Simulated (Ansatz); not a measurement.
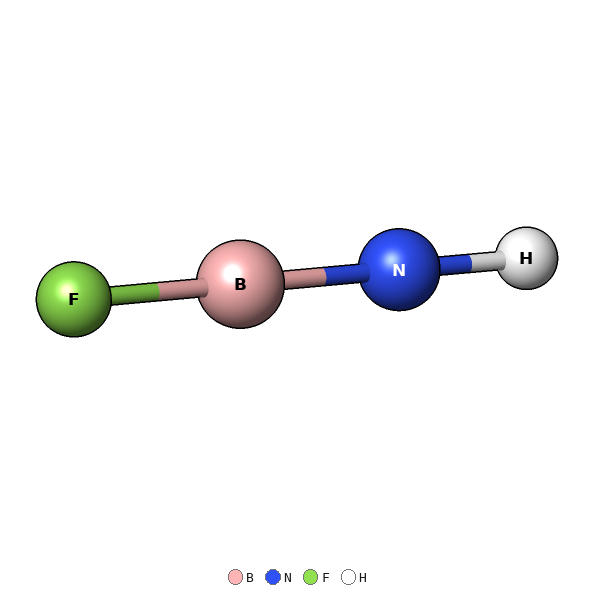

Harmonic vibrations computed with RKS PBE0-D4/def2-TZVP (Ansatz 0.2.0) at a stationary point of the same level.

Is this a minimum or a saddle point?

Answer. A minimum: no imaginary frequency, and the lowest mode lies at 286 cm⁻¹.

How many vibrational modes are there, and where do they lie?

Answer. 7 modes: 286, 286, 482, 482, 1024, 2152, 3919 cm⁻¹.
